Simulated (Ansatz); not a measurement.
# WH₄ (triplet): the correlation ladder, def2-SVP

Aim: climb from Hartree-Fock through coupled cluster and multireference methods for WH₄ (triplet) at one geometry and basis, and see what each rung misses.

The runs use Ansatz 0.2.0, Gaussian basis; def2-SVP, core rule «outside noble gas», up to 4 orbitals frozen.

Plan: UHF; CCSD(T) on ROHF; CCSD(T) on UHF; CISD; CCSDT(Q) on ROHF; CCSDT(Q) on UHF; CASSCF and MRCISD+Q, 10 electrons in 10 orbitals; CASSCF and NEVPT2, 10 electrons in 10 orbitals.

16 further runs of the same task are left out: 5 that didn't finish, 11 set aside as unsound or not needed.

### Step 1. The geometry

The geometry is a PBE0/def2-TZVP stationary point (not a proven minimum). No spin-orbit coupling is included. Elements past krypton take def2 core potentials.

5 atoms, charge 0, spin multiplicity 3.

Atoms are counted from 1 here; the program's logs count them from 0.

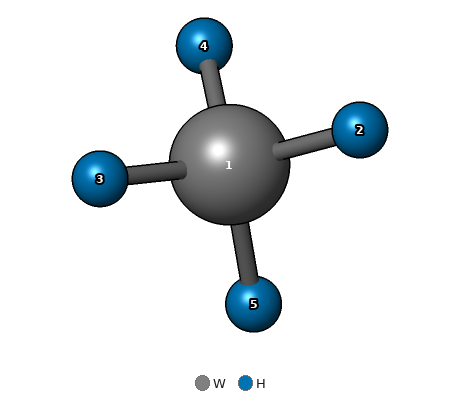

The structure; tungsten grey, hydrogen blue; atoms are numbered from 1 in the order of the file.

Geometry (Å):

```xyz
5

W     0.0000    0.0000    0.0000
H     0.9827    0.9853    0.9837
H    -0.9861   -0.9815    0.9841
H    -0.9817    0.9825   -0.9875
H     0.9851   -0.9863   -0.9803
```

In the tables R marks a restricted open-shell determinant and U an unrestricted one; 'valence' is the active space of 10 electrons in 10 orbitals; energies count from the table's Hartree-Fock row.

### Step 2. UHF

in.yaml reads:

```yaml
crystal:
  periodic: [false, false, false]
  atoms:
    - {symbol: W, position_ang: [0.000000, 0.000000, 0.000000]}
    - {symbol: H, position_ang: [0.982703, 0.985302, 0.983701]}
    - {symbol: H, position_ang: [-0.986103, -0.981502, 0.984097]}
    - {symbol: H, position_ang: [-0.981699, 0.982499, -0.987499]}
    - {symbol: H, position_ang: [0.985099, -0.986299, -0.980299]}
basis:
  gaussian: {orbitals: def2-SVP}
magnetization: {spin_polarized: true, initial_magnetization: 2}
hamiltonian: {xc: hf}
output: {orbitals: {seedname: orbitals}}
```

The run is started by

```bash
> ansatz run in.yaml --threads 1 --pin off --events-out ev --progress --plain --max-ram 2393MiB
```

The log of the run:

```text
Functional definition: HF
  name "HF"
  cite "Fock, Z. Phys. 61, 126 (1930) doi:10.1007/BF01340294"
  parent pbe
  exchange = exact_x
  correlation = 0
533 factors; integrals over basis functions are off by at most 8.1e-4 eV
mean field evaluation 1: about -1865.7688 eV, gradient 1.1e1 eV
mean field evaluation 2: about -1865.7740 eV, gradient 1.1e1 eV
mean field evaluation 4: about -1866.7613 eV, gradient 2.0e0 eV
mean field evaluation 8: about -1866.8425 eV, gradient 2.0e-1 eV
mean field evaluation 16: about -1865.7406 eV, gradient 6.7e0 eV
mean field -1866.84493851 eV, -68.6052860974 hartree, gradient 8.3e-6 eV, S^2 2.057215; 2 other end points of the search recorded, 0 dependent functions left out
reference -1866.84493851 eV, -68.6052860974 hartree; 10, 8 occupied and 42, 44 virtual orbitals, 533 factors
Total energy: -1866.84493851 eV, -68.6052860974 hartree
```

It took 0.97 s on 1 thread of Intel Xeon Platinum 8259CL at 2.50GHz, shared host.

From the report: ⟨S²⟩ of the determinant 2.057 (pure triplet: 2.00).

### Step 3. CCSD(T) on ROHF

in.yaml: that of step 2 with these lines changed.

```diff
@@ -10,4 +10,4 @@
   gaussian: {orbitals: def2-SVP}
-magnetization: {spin_polarized: true, initial_magnetization: 2}
-hamiltonian: {xc: hf}
-output: {orbitals: {seedname: orbitals}}
+magnetization: {spin_polarized: false, initial_magnetization: 2}
+correlation: {method: ccsd_t, electrons: outside_noble_gas}
+output: {forces: true}
```

The command is unchanged.

The log of the run, shortened:

```text
Functional definition: HF
  name "HF"
  cite "Fock, Z. Phys. 61, 126 (1930) doi:10.1007/BF01340294"
  parent pbe
[...]
533 factors; integrals over basis functions are off by at most 8.1e-4 eV
[...]
mean field -1866.65214139 eV, -68.5982009339 hartree, gradient 7.4e-7 eV, S^2 2.000000; 8 other end points of the search recorded, 0 dependent functions left out
determinant -1866.65214139 eV, -68.5982009339 hartree, with singles and doubles -1872.06889709 eV, -68.7972630343 hartree
determinant -1864.43853045 eV, -68.5168522322 hartree, with singles and doubles -1869.85197596 eV, -68.7157926854 hartree
determinant -1864.35142354 eV, -68.5136511123 hartree, with singles and doubles -1869.80148441 eV, -68.7139371551 hartree
determinant -1864.16395571 eV, -68.5067617967 hartree, with singles and doubles -1869.67302763 eV, -68.7092164554 hartree
[...]
reference -1866.65214139 eV, -68.5982009339 hartree; 6, 4 occupied and 42, 44 virtual orbitals, 533 factors
second order -4.48705190 eV of doubles, -0.02617562 eV of singles
cycle   1  -5.41749549 eV  change   -7.4e-4 eV  update   9.2e-4
[...]
cycle   9  -5.41811261 eV  change    1.0e-6 eV  update   6.1e-7
perturbative correction -0.15308956 eV, -0.0056259376 hartree
[...]
Total energy: -1872.22334356 eV, -68.8029388372 hartree
Atom 0 at     0.000000     0.000000     0.000000 Å, force    -0.000000     0.000000     0.000004 eV/Å
Atom 1 at     0.982703     0.985302     0.983701 Å, force     0.073227     0.073420     0.073301 eV/Å
Atom 2 at    -0.986103    -0.981502     0.984097 Å, force    -0.073480    -0.073137     0.073331 eV/Å
Atom 3 at    -0.981699     0.982499    -0.987499 Å, force    -0.073154     0.073214    -0.073587 eV/Å
Atom 4 at     0.985099    -0.986299    -0.980299 Å, force     0.073407    -0.073497    -0.073050 eV/Å
Dipole moment:    -0.000000    -0.000000    -0.000000 e Å
```

Wall time 13 s (1 thread of Intel Xeon Platinum 8259CL at 2.50GHz, shared host).

From the report: correlation -5.5712 eV; T1 0.038; largest double amplitude 0.03.

### Step 4. CCSD(T) on UHF

in.yaml: that of step 3 with these lines changed.

```diff
@@ -10,3 +10,3 @@
   gaussian: {orbitals: def2-SVP}
-magnetization: {spin_polarized: false, initial_magnetization: 2}
+magnetization: {spin_polarized: true, initial_magnetization: 2}
 correlation: {method: ccsd_t, electrons: outside_noble_gas}
```

The command is unchanged.

The log of the run, shortened:

```text
Functional definition: HF
  name "HF"
  cite "Fock, Z. Phys. 61, 126 (1930) doi:10.1007/BF01340294"
  parent pbe
[...]
533 factors; integrals over basis functions are off by at most 8.1e-4 eV
[...]
mean field -1866.84493851 eV, -68.6052860974 hartree, gradient 5.8e-6 eV, S^2 2.057215; 2 other end points of the search recorded, 0 dependent functions left out
determinant -1866.84493851 eV, -68.6052860974 hartree, with singles and doubles -1872.13514975 eV, -68.7996977746 hartree
determinant -1864.60135875 eV, -68.5228360619 hartree, with singles and doubles -1869.89615422 eV, -68.7174162063 hartree
determinant -1864.54072109 eV, -68.5206076690 hartree, with singles and doubles -1869.84511359 eV, -68.7155404978 hartree
4 core orbitals not correlated: weight in the atoms' cores, before any rotation towards them, 0.999 or more for the frozen orbitals, at most 0.001 for the correlated occupied ones
reference -1866.84493851 eV, -68.6052860974 hartree; 6, 4 occupied and 42, 44 virtual orbitals, 533 factors
second order -4.39938240 eV of doubles, -0.00000000 eV of singles
cycle   1  -5.29147175 eV  change   -1.3e-3 eV  update   1.4e-3
[...]
cycle   8  -5.29287552 eV  change    2.8e-6 eV  update   1.3e-6
perturbative correction -0.15122035 eV, -0.0055572455 hartree
[...]
Total energy: -1872.28903439 eV, -68.8053529307 hartree
Atom 0 at     0.000000     0.000000     0.000000 Å, force    -0.000000     0.000000     0.000004 eV/Å
Atom 1 at     0.982703     0.985302     0.983701 Å, force     0.071671     0.071861     0.071745 eV/Å
Atom 2 at    -0.986103    -0.981502     0.984097 Å, force    -0.071919    -0.071584     0.071774 eV/Å
Atom 3 at    -0.981699     0.982499    -0.987499 Å, force    -0.071601     0.071659    -0.072024 eV/Å
Atom 4 at     0.985099    -0.986299    -0.980299 Å, force     0.071849    -0.071936    -0.071499 eV/Å
Dipole moment:     0.000000    -0.000000    -0.000000 e Å
```

It took 10 s on 1 thread of Intel Xeon Platinum 8259CL at 2.50GHz, shared host.

From the report: ⟨S²⟩ of the determinant 2.057 (pure triplet: 2.00); correlation -5.4441 eV; T1 0.035; largest double amplitude 0.03.

### Step 5. CISD

in.yaml: that of step 4 with these lines changed.

```diff
@@ -10,4 +10,3 @@
   gaussian: {orbitals: def2-SVP}
-magnetization: {spin_polarized: true, initial_magnetization: 2}
-correlation: {method: ccsd_t, electrons: outside_noble_gas}
-output: {forces: true}
+magnetization: {spin_polarized: false, initial_magnetization: 2}
+correlation: {active_space: {ras: {orbitals: [4, 2, 42], electrons: 10, max_holes: 2, max_particles: 2}, fixed_orbitals: true}}
```

Launched as before.

The log of the run:

```text
Functional definition: HF
  name "HF"
  cite "Fock, Z. Phys. 61, 126 (1930) doi:10.1007/BF01340294"
  parent pbe
  exchange = exact_x
  correlation = 0
533 factors; integrals over basis functions are off by at most 8.1e-4 eV
mean field evaluation 1: about -1865.6954 eV, gradient 1.3e1 eV
mean field evaluation 2: about -1865.7007 eV, gradient 1.3e1 eV
mean field evaluation 4: about -1866.6289 eV, gradient 1.8e0 eV
mean field evaluation 8: about -1866.6521 eV, gradient 4.3e-4 eV
mean field evaluation 16: about -1864.4385 eV, gradient 2.6e-5 eV
mean field evaluation 32: about -1866.6521 eV, gradient 7.4e-7 eV
mean field -1866.65214139 eV, -68.5982009339 hartree, gradient 7.4e-7 eV, S^2 2.000000; 3 other end points of the search recorded, 0 dependent functions left out
reference -1866.65214139 eV, -68.5982009339 hartree; 10, 8 occupied and 42, 44 virtual orbitals, 533 factors
state -1871.64166751 eV, -68.7815626369 hartree
Total energy: -1871.64166751 eV, -68.7815626369 hartree
```

Wall time 9 s (1 thread of Intel Xeon Platinum 8259CL at 2.50GHz, shared host).

From the report: 63,380 determinants.

### Step 6. CCSDT(Q) on ROHF

in.yaml: that of step 5 with these lines changed.

```diff
@@ -11,2 +11,2 @@
 magnetization: {spin_polarized: false, initial_magnetization: 2}
-correlation: {active_space: {ras: {orbitals: [4, 2, 42], electrons: 10, max_holes: 2, max_particles: 2}, fixed_orbitals: true}}
+correlation: {method: ccsdt_q, electrons: outside_noble_gas}
```

The command is unchanged.

The log of the run, shortened:

```text
Functional definition: HF
  name "HF"
  cite "Fock, Z. Phys. 61, 126 (1930) doi:10.1007/BF01340294"
  parent pbe
[...]
973 factors; integrals over basis functions are off by at most 1.1e-7 eV
[...]
mean field -1866.65216062 eV, -68.5982016404 hartree, gradient 7.4e-7 eV, S^2 2.000000; 8 other end points of the search recorded, 0 dependent functions left out
determinant -1866.65216062 eV, -68.5982016404 hartree, with singles and doubles -1872.06891211 eV, -68.7972635862 hartree
determinant -1864.43856093 eV, -68.5168533524 hartree, with singles and doubles -1869.85199965 eV, -68.7157935559 hartree
determinant -1864.35145305 eV, -68.5136521966 hartree, with singles and doubles -1869.80150835 eV, -68.7139380350 hartree
determinant -1864.16398435 eV, -68.5067628493 hartree, with singles and doubles -1869.67305193 eV, -68.7092173485 hartree
determinant -1864.02023874 eV, -68.5014802955 hartree, with singles and doubles -1869.58772747 eV, -68.7060817326 hartree
4 core orbitals not correlated: weight in the atoms' cores, before any rotation towards them, 0.999 or more for the frozen orbitals, at most 0.000 for the correlated occupied ones
reference -1866.65216062 eV, -68.5982016404 hartree; 6, 4 occupied and 42, 44 virtual orbitals, 973 factors
second order -4.48707074 eV of doubles, -0.02617564 eV of singles
cycle   1  -5.02473309 eV  change   -5.1e-1 eV  update   1.0e-1
[...]
cycle  16  -5.59970838 eV  change   -2.7e-7 eV  update   8.5e-7
perturbative correction -0.00230195 eV, -0.0000845951 hartree
Total energy: -1872.25417095 eV, -68.8040717229 hartree
```

It took 82 s on 1 thread of Intel Xeon Platinum 8259CL at 2.50GHz, shared host; peak memory 0.79 GiB.

From the report: correlation -5.6020 eV; T1 0.037; largest double amplitude 0.03.

### Step 7. CCSDT(Q) on UHF

in.yaml: that of step 6 with these lines changed.

```diff
@@ -10,3 +10,3 @@
   gaussian: {orbitals: def2-SVP}
-magnetization: {spin_polarized: false, initial_magnetization: 2}
+magnetization: {spin_polarized: true, initial_magnetization: 2}
 correlation: {method: ccsdt_q, electrons: outside_noble_gas}
```

The command is unchanged.

The log of the run, shortened:

```text
Functional definition: HF
  name "HF"
  cite "Fock, Z. Phys. 61, 126 (1930) doi:10.1007/BF01340294"
  parent pbe
[...]
973 factors; integrals over basis functions are off by at most 1.1e-7 eV
[...]
mean field -1866.84495770 eV, -68.6052868027 hartree, gradient 5.7e-6 eV, S^2 2.057214; 2 other end points of the search recorded, 0 dependent functions left out
determinant -1866.84495770 eV, -68.6052868027 hartree, with singles and doubles -1872.13516460 eV, -68.7996983202 hartree
determinant -1864.60138862 eV, -68.5228371594 hartree, with singles and doubles -1869.89617760 eV, -68.7174170656 hartree
determinant -1864.54075031 eV, -68.5206087428 hartree, with singles and doubles -1869.84513727 eV, -68.7155413683 hartree
4 core orbitals not correlated: weight in the atoms' cores, before any rotation towards them, 0.999 or more for the frozen orbitals, at most 0.001 for the correlated occupied ones
reference -1866.84495770 eV, -68.6052868027 hartree; 6, 4 occupied and 42, 44 virtual orbitals, 973 factors
second order -4.39939833 eV of doubles, -0.00000000 eV of singles
cycle   1  -4.90337717 eV  change   -5.0e-1 eV  update   9.8e-2
[...]
cycle  16  -5.47418847 eV  change   -2.0e-7 eV  update   1.1e-6
perturbative correction -0.00378650 eV, -0.0001391513 hartree
Total energy: -1872.32293267 eV, -68.8065986697 hartree
```

Wall time 60 s (1 thread of Intel Xeon Platinum 8259CL at 2.50GHz, shared host); peak memory 0.62 GiB.

From the report: ⟨S²⟩ of the determinant 2.057 (pure triplet: 2.00); correlation -5.4780 eV; T1 0.035; largest double amplitude 0.03.

### Step 8. CASSCF and MRCISD+Q, 10 electrons in 10 orbitals

in.yaml: that of step 7 with these lines changed.

```diff
@@ -10,3 +10,3 @@
   gaussian: {orbitals: def2-SVP}
-magnetization: {spin_polarized: true, initial_magnetization: 2}
-correlation: {method: ccsdt_q, electrons: outside_noble_gas}
+magnetization: {spin_polarized: false, initial_magnetization: 2}
+correlation: {method: fic_mrcisd_q, electrons: outside_noble_gas, active_space: {window: {electrons: 10, orbitals: 10}, shells: [{species: H, l: s, shell: 1}, {species: W, l: s, shell: 6}, {species: W, l: d, shell: 5}]}}
```

Launched as before.

The log of the run, shortened:

```text
Functional definition: HF
  name "HF"
  cite "Fock, Z. Phys. 61, 126 (1930) doi:10.1007/BF01340294"
  parent pbe
[...]
973 factors; integrals over basis functions are off by at most 1.1e-7 eV
[...]
mean field -1866.65216062 eV, -68.5982016404 hartree, gradient 7.4e-7 eV, S^2 2.000000; 3 other end points of the search recorded, 0 dependent functions left out
reference -1866.65216062 eV, -68.5982016404 hartree; 10, 8 occupied and 42, 44 virtual orbitals, 973 factors
state -1868.75235827 eV, -68.6753824806 hartree
contracted CI cycle   1: correlation 0.00000000 eV, 0.0000000000 hartree, residual 1.48e1 eV
contracted CI cycle   2: correlation -3.12618162 eV, -0.1148850557 hartree, residual 2.85e0 eV
contracted CI cycle   3: correlation -3.25892514 eV, -0.1197632900 hartree, residual 6.69e-1 eV
contracted CI cycle   4: correlation -3.26724858 eV, -0.1200691708 hartree, residual 1.77e-1 eV
contracted CI cycle   5: correlation -3.26782059 eV, -0.1200901917 hartree, residual 5.17e-2 eV
contracted CI cycle   6: correlation -3.26787346 eV, -0.1200921344 hartree, residual 1.56e-2 eV
contracted CI cycle   7: correlation -3.26787799 eV, -0.1200923009 hartree, residual 4.64e-3 eV
contracted CI cycle   8: correlation -3.26787839 eV, -0.1200923157 hartree, residual 1.41e-3 eV
state -1868.75235827 eV, -68.6753824806 hartree; corrected -1872.21635833 eV, -68.8026821348 hartree
Total energy: -1872.21635833 eV, -68.8026821348 hartree
Checks for a lower state left out: starts, orbital_swaps
```

Wall time 18 s (1 thread of Intel Xeon Platinum 8259CL at 2.50GHz, shared host); peak memory 0.6 GiB.

From the report: 15,912 determinants; active occupations 1.98, 1.96, 1.96, 1.96, 1.00, 1.00, 0.04, 0.04, 0.04, 0.03.

### Step 9. CASSCF and NEVPT2, 10 electrons in 10 orbitals

in.yaml: that of step 8 with these lines changed.

```diff
@@ -11,2 +11,2 @@
 magnetization: {spin_polarized: false, initial_magnetization: 2}
-correlation: {method: fic_mrcisd_q, electrons: outside_noble_gas, active_space: {window: {electrons: 10, orbitals: 10}, shells: [{species: H, l: s, shell: 1}, {species: W, l: s, shell: 6}, {species: W, l: d, shell: 5}]}}
+correlation: {method: sc_nevpt2, electrons: outside_noble_gas, active_space: {window: {electrons: 10, orbitals: 10}, shells: [{species: H, l: s, shell: 1}, {species: W, l: s, shell: 6}, {species: W, l: d, shell: 5}]}}
```

Launched as before.

The log of the run:

```text
Functional definition: HF
  name "HF"
  cite "Fock, Z. Phys. 61, 126 (1930) doi:10.1007/BF01340294"
  parent pbe
  exchange = exact_x
  correlation = 0
973 factors; integrals over basis functions are off by at most 1.1e-7 eV
mean field evaluation 1: about -1865.6958 eV, gradient 1.3e1 eV
mean field evaluation 2: about -1865.7009 eV, gradient 1.3e1 eV
mean field evaluation 4: about -1866.6291 eV, gradient 1.8e0 eV
mean field evaluation 8: about -1866.6522 eV, gradient 4.4e-4 eV
mean field evaluation 16: about -1864.4386 eV, gradient 2.6e-5 eV
mean field evaluation 32: about -1866.6522 eV, gradient 7.4e-7 eV
mean field -1866.65216062 eV, -68.5982016404 hartree, gradient 7.4e-7 eV, S^2 2.000000; 3 other end points of the search recorded, 0 dependent functions left out
reference -1866.65216062 eV, -68.5982016404 hartree; 10, 8 occupied and 42, 44 virtual orbitals, 973 factors
state -1868.75235827 eV, -68.6753824806 hartree
state -1868.75235827 eV, -68.6753824806 hartree; corrected -1871.34349230 eV, -68.7706048997 hartree
Total energy: -1871.34349230 eV, -68.7706048997 hartree
Checks for a lower state left out: starts, orbital_swaps
```

Run time: 14 s. Hardware: 1 thread of Intel Xeon Platinum 8259CL at 2.50GHz, shared host.

From the report: 15,912 determinants; active occupations 1.98, 1.96, 1.96, 1.96, 1.00, 1.00, 0.04, 0.04, 0.04, 0.03.

### Step 10. How many determinants matter

Natural occupations of the CASSCF valence state about the gap (report; correlated orbitals 2 to 10): 1.960, 1.960, 1.960, 1.000, 1.000, 0.039, 0.039, 0.039, 0.028. The count of effectively unpaired electrons, Σ n²(2 − n)², is 2.04; a single determinant of this spin has 2.

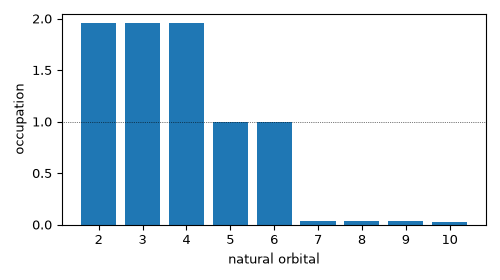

Natural occupations of the CASSCF valence state.

### Step 11. All levels against the top one

No level here is safe as a reference; RCCSDT(Q) serves as a yardstick only. Rows without a time come out of other runs: HF, MP2 and CCSD of CCSD(T), CCSDT of CCSDT(Q), CASSCF and MRCISD of the multireference runs. The times of RCCSD(T), UCCSD(T) include forces.

Differences are taken before rounding.

| method | energy from the lowest RHF (kcal/mol) | from RCCSDT(Q) (kcal/mol) | time |
| --- | --- | --- | --- |
| RHF | 0.00 | +129.19 |  |
| UHF | -4.45 | +124.74 |  |
| RMP2 | -104.08 | +25.11 |  |
| UMP2 | -105.90 | +23.29 |  |
| CISD | -115.06 | +14.12 | 9 s |
| RCCSD | -124.94 | +4.24 |  |
| UCCSD | -126.50 | +2.68 |  |
| RCCSD(T) | -128.47 | +0.71 | 13 s |
| UCCSD(T) | -129.99 | -0.80 | 10 s |
| RCCSDT | -129.13 | +0.05 |  |
| UCCSDT | -130.68 | -1.50 |  |
| RCCSDT(Q) | -129.19 | 0 | 82 s |
| UCCSDT(Q) | -130.77 | -1.59 | 60 s |
| CASSCF valence | -48.43 | +80.75 |  |
| NEVPT2 valence | -108.19 | +21.00 | 14 s |
| MRCISD valence | -123.79 | +5.39 |  |
| MRCISD+Q valence | -128.31 | +0.87 | 18 s |

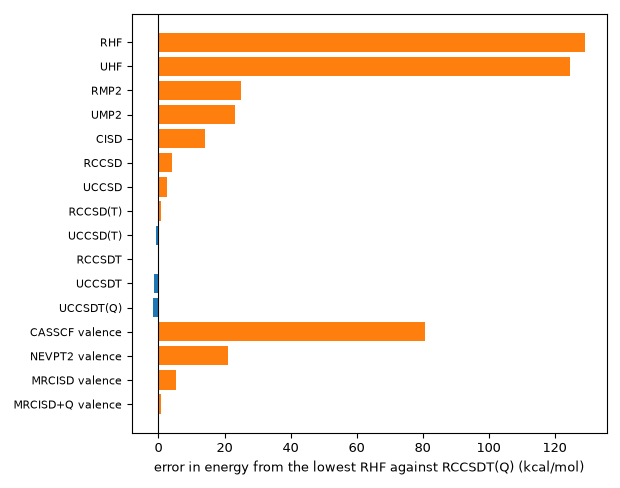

Error of each method against RCCSDT(Q).

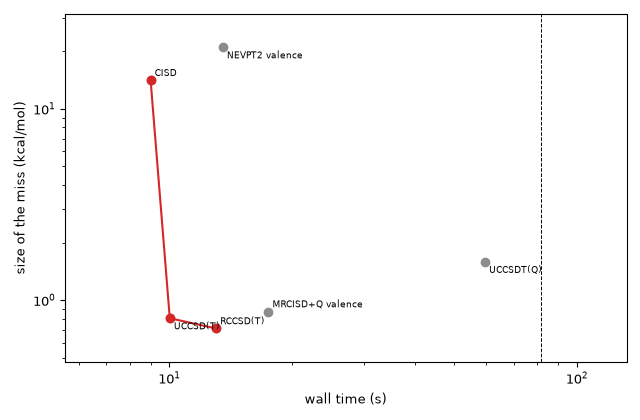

Accuracy for the time spent; red marks the levels that beat every quicker one drawn (of those quicker than the yardstick), and the dashed line is the time of RCCSDT(Q). Times are from a shared host.

With the free atoms at the same levels and basis (separate runs), the atomisation energy is 11.286 eV at RCCSDT(Q), 11.240 eV at RCCSD(T), 8.071 eV at RHF.

### Step 12. What came out

```
                       quantity            value
 RCCSDT(Q) below the RHF energy       -5.6020 eV
            RMP2 from RCCSDT(Q)  +25.11 kcal/mol
            UMP2 from RCCSDT(Q)  +23.29 kcal/mol
           RCCSD from RCCSDT(Q)   +4.24 kcal/mol
        RCCSD(T) from RCCSDT(Q)   +0.71 kcal/mol
        UCCSD(T) from RCCSDT(Q)   -0.80 kcal/mol
       UCCSDT(Q) from RCCSDT(Q)   -1.59 kcal/mol
  NEVPT2 valence from RCCSDT(Q)  +21.00 kcal/mol
MRCISD+Q valence from RCCSDT(Q)   +0.87 kcal/mol
                  T1 diagnostic            0.038
 effectively unpaired electrons             2.04
```

**Reading.** RCCSD(T) misses by +0.71 kcal/mol, 0.6 % of the correlation energy. CCSD(T) misses by +0.71 kcal/mol on the restricted determinant and by -0.80 kcal/mol on the unrestricted one; the two need not hold the same state or core. One determinant dominates.
